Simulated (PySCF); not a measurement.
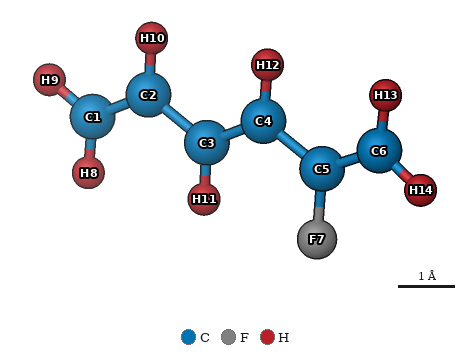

Figure 1. The structure (ball-and-stick view, seen at a tilt; atoms are numbered from 1 in the order of the input). Bond lengths as drawn: C–C 1.33 to 1.44 Å, C–F 1.36 Å and C–H 1.07 to 1.08 Å.

## Two runs on C₆H₇F

System: C₆H₇F.
Method of run 1: GIAO CAM-B3LYP/pcSseg-1 NMR shielding, non-relativistic, gas phase (PySCF 2.14.0).

The geometry comes from this level: GFN2-xTB. Text and figures count atoms from 1; the logs count them from 0 in places.

Input, run 1:
```
{"job": {"kind": "nmr", "xc": "CAM-B3LYP", "basis": "pcSseg-1", "pop": false}, "charge": 0, "multiplicity": 1}
C      2.995336     0.238506     0.813086
C      1.861443    -0.384898     0.500107
C      0.584308     0.274942     0.453939
C     -0.564364    -0.346181     0.140330
C     -1.847291     0.309302     0.092168
C     -3.015139    -0.253102    -0.209365
F     -1.827374     1.632480     0.389530
H      3.011336     1.289155     1.052082
H      3.940057    -0.275834     0.841161
H      1.866271    -1.441094     0.263073
H      0.573292     1.331177     0.688867
H     -0.578581    -1.400374    -0.097891
H     -3.077217    -1.296732    -0.450795
H     -3.922757     0.322180    -0.218433
```

The first line tells a small driver script what to run in PySCF; the rest is the geometry in Å.

Launched with:
```bash
OMP_NUM_THREADS=1 python <driver script> task.json out
```

Hardware: 1 CPU thread, shared host.

Output (run 1):
```
coarse grid: 11944 points
cycle   1  E = -332.3228304953  dE =  1.086e+00  |g| = 5.305e-01  |ddm| = 3.424e+00
cycle   2  E = -332.3205516451  dE =  2.279e-03  |g| = 6.115e-01  |ddm| = 8.481e-01
cycle   3  E = -332.3798025960  dE = -5.925e-02  |g| = 6.659e-02  |ddm| = 4.529e-01
cycle   4  E = -332.3806413851  dE = -8.388e-04  |g| = 2.808e-02  |ddm| = 6.734e-02
cycle   5  E = -332.3808280209  dE = -1.866e-04  |g| = 8.710e-03  |ddm| = 3.097e-02
cycle   6  E = -332.3808470734  dE = -1.905e-05  |g| = 2.254e-03  |ddm| = 8.511e-03
cycle   7  E = -332.3808488219  dE = -1.749e-06  |g| = 5.383e-04  |ddm| = 2.560e-03
final grid: 116456 points
cycle   8  E = -332.4437424228  dE = -2.885e-05  |g| = 4.649e-03  |ddm| = 1.884e-02
cycle   9  E = -332.4437429429  dE = -5.201e-07  |g| = 4.918e-03  |ddm| = 7.412e-03
cycle  10  E = -332.4437471049  dE = -4.162e-06  |g| = 6.886e-04  |ddm| = 3.715e-03
cycle  11  E = -332.4437471825  dE = -7.759e-08  |g| = 1.099e-04  |ddm| = 6.086e-04
cycle  12  E = -332.4437471849  dE = -2.386e-09  |g| = 6.116e-05  |ddm| = 1.514e-04
cycle  13  E = -332.4437471858  dE = -9.749e-10  |g| = 8.555e-06  |ddm| = 5.613e-05
converged SCF energy = -332.4437471858

GIAO shielding tensors (ppm)
atom      isotropic    diamagn.    paramagn.     s11        s22        s33       span
  0 C       53.730     252.401    -198.671    -61.189     63.242    159.137    220.326
  1 C       37.765     253.711    -215.946    -82.231     44.340    151.185    233.417
  2 C       40.846     255.115    -214.269    -64.232     35.406    151.365    215.597
  3 C       51.423     258.020    -206.597    -49.327     68.774    134.822    184.150
  4 C        7.196     247.369    -240.173   -104.110     52.692     73.007    177.117
  5 C       82.413     256.577    -174.164    -14.166    105.212    156.192    170.358
  6 F      295.131     478.012    -182.881    189.680    312.822    382.892    193.212
  7 H       26.080      31.062      -4.982     23.018     25.421     29.800      6.782
  8 H       26.206      27.994      -1.788     23.682     25.486     29.450      5.768
  9 H       25.191      31.811      -6.620     22.801     23.890     28.883      6.082
 10 H       24.957      34.080      -9.123     21.569     23.006     30.297      8.728
 11 H       25.770      34.858      -9.088     23.527     23.950     29.833      6.306
 12 H       27.166      31.829      -4.663     25.187     25.731     30.580      5.393
 13 H       26.729      28.215      -1.486     24.271     25.104     30.813      6.542
```

The input of run 2 differs as follows (lines with − go, lines with + come):
```diff
-"xc": "CAM-B3LYP"
-"basis": "pcSseg-1"
-"pop": false
+"xc": "PBE0"
+"basis": "6-311G**"
+"pop": true
```

What does this change do to the results?

The total energies belong to different models, so their difference says nothing on which is more stable or more accurate. The HOMO goes from −7.63 to −6.40 eV. The LUMO goes from −0.55 to −1.52 eV. The dipole moment goes from 1.54 to 1.48 D. Of all shieldings, the largest change is that of C5, by +11.9 ppm. The functional changes from CAM-B3LYP to PBE0. The SCF takes 14 iterations against 13. The basis functions go from 154 to 168.

Output (run 2):
```
coarse grid: 11944 points
cycle   1  E = -332.2764595495  dE =  9.330e-01  |g| = 5.434e-01  |ddm| = 3.071e+00
cycle   2  E = -332.2492885167  dE =  2.717e-02  |g| = 6.958e-01  |ddm| = 1.018e+00
cycle   3  E = -332.3340376150  dE = -8.475e-02  |g| = 1.111e-01  |ddm| = 6.020e-01
cycle   4  E = -332.3367283389  dE = -2.691e-03  |g| = 3.899e-02  |ddm| = 1.091e-01
cycle   5  E = -332.3370641289  dE = -3.358e-04  |g| = 1.696e-02  |ddm| = 3.877e-02
cycle   6  E = -332.3371364923  dE = -7.236e-05  |g| = 2.767e-03  |ddm| = 1.405e-02
cycle   7  E = -332.3371380233  dE = -1.531e-06  |g| = 1.368e-03  |ddm| = 2.718e-03
final grid: 116456 points
cycle   8  E = -332.3363293546  dE = -4.183e-05  |g| = 6.806e-03  |ddm| = 2.951e-02
cycle   9  E = -332.3363272974  dE =  2.057e-06  |g| = 7.413e-03  |ddm| = 1.145e-02
cycle  10  E = -332.3363409271  dE = -1.363e-05  |g| = 1.633e-03  |ddm| = 6.418e-03
cycle  11  E = -332.3363415494  dE = -6.223e-07  |g| = 2.672e-04  |ddm| = 1.269e-03
cycle  12  E = -332.3363415617  dE = -1.233e-08  |g| = 1.655e-04  |ddm| = 3.548e-04
cycle  13  E = -332.3363415666  dE = -4.871e-09  |g| = 1.746e-05  |ddm| = 1.388e-04
cycle  14  E = -332.3363415666  dE = -3.752e-11  |g| = 1.218e-05  |ddm| = 2.229e-05
converged SCF energy = -332.3363415666

GIAO shielding tensors (ppm)
atom      isotropic    diamagn.    paramagn.     s11        s22        s33       span
  0 C       63.762     251.918    -188.156    -43.304     70.830    163.759    207.063
  1 C       47.870     253.475    -205.605    -64.677     52.421    155.866    220.543
  2 C       51.567     254.604    -203.037    -45.361     44.019    156.043    201.404
  3 C       60.929     257.069    -196.140    -32.272     75.009    140.050    172.322
  4 C       19.122     248.876    -229.753    -82.959     59.875     80.450    163.409
  5 C       91.272     254.108    -162.836      1.038    111.152    161.626    160.587
  6 F      293.863     474.895    -181.033    183.626    312.722    385.240    201.614
  7 H       26.327      31.122      -4.796     23.239     25.800     29.941      6.702
  8 H       26.513      28.917      -2.405     24.038     25.896     29.603      5.565
  9 H       25.313      31.886      -6.572     22.781     24.185     28.974      6.194
 10 H       25.091      33.930      -8.839     21.593     23.315     30.364      8.771
 11 H       25.899      34.507      -8.608     23.422     24.216     30.059      6.638
 12 H       27.483      31.382      -3.899     25.517     26.116     30.816      5.299
 13 H       27.186      29.140      -1.954     24.785     25.712     31.060      6.274
```

The two runs side by side:

| quantity | run 1 | run 2 |
| --- | --- | --- |
| outcome | converged | converged |
| total energy (hartree) | −332.443747 | −332.336342 |
| HOMO (eV) | −7.63 | −6.40 |
| LUMO (eV) | −0.55 | −1.52 |
| dipole moment (D) | 1.54 | 1.48 |
| shielding of C1 (ppm) | 53.7 | 63.8 |
| shielding of C2 (ppm) | 37.8 | 47.9 |
| shielding of C3 (ppm) | 40.8 | 51.6 |
| shielding of C4 (ppm) | 51.4 | 60.9 |
| shielding of C5 (ppm) | 7.2 | 19.1 |
| shielding of C6 (ppm) | 82.4 | 91.3 |
| shielding of F7 (ppm) | 295.1 | 293.9 |
| SCF iterations | 13 | 14 |
| basis functions | 154 | 168 |
| wall time (shared host) | 49 s | 47 s |
